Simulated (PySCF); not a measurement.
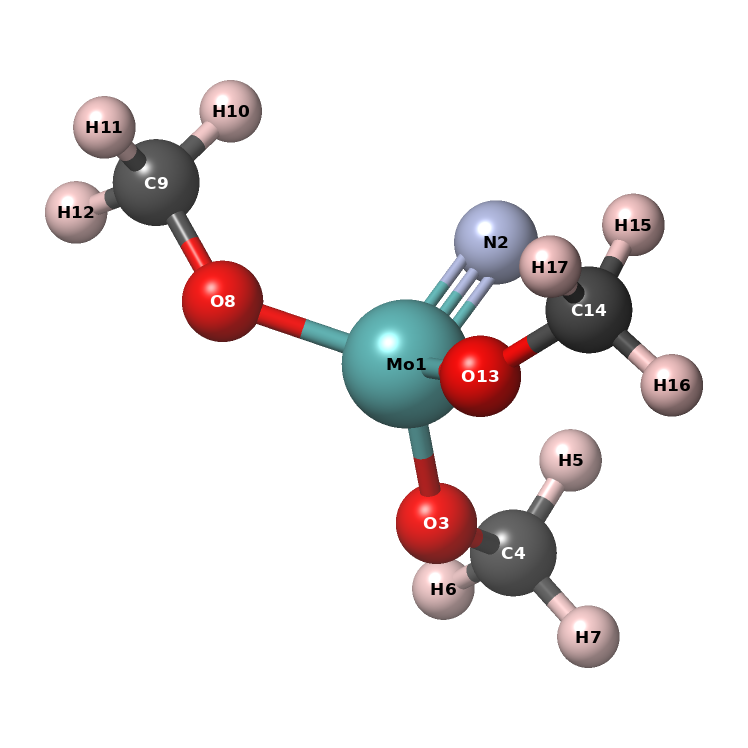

The atoms are numbered. Charge 0, singlet. Computed geometry: PBE0-D3(BJ)/def2-SVP optimisation. No frequency run is at hand to confirm it as a minimum.

How are the neighbours of atom 9 arranged?

Answer. C9 has 4 neighbours (O8 at 1.40, H10 at 1.10, H11 at 1.10, H12 at 1.10 Å); the arrangement is tetrahedral.

How are the neighbours of atom 14 arranged?

Answer. C14 has 4 neighbours (O13 at 1.40, H15 at 1.10, H16 at 1.10, H17 at 1.10 Å); the arrangement is tetrahedral.

How are the neighbours of atom 8 arranged?

Answer. O8 has 2 neighbours (Mo1 at 1.87, C9 at 1.40 Å); the arrangement is bent.

How are the neighbours of atom 1 arranged?

Answer. Mo1 has 4 neighbours (N2 at 1.63, O3 at 1.87, O8 at 1.87, O13 at 1.87 Å); the arrangement is tetrahedral.

What is the dihedral angle O8–Mo1–O3–C4?

Answer. 114° in size, that is anticlinal.
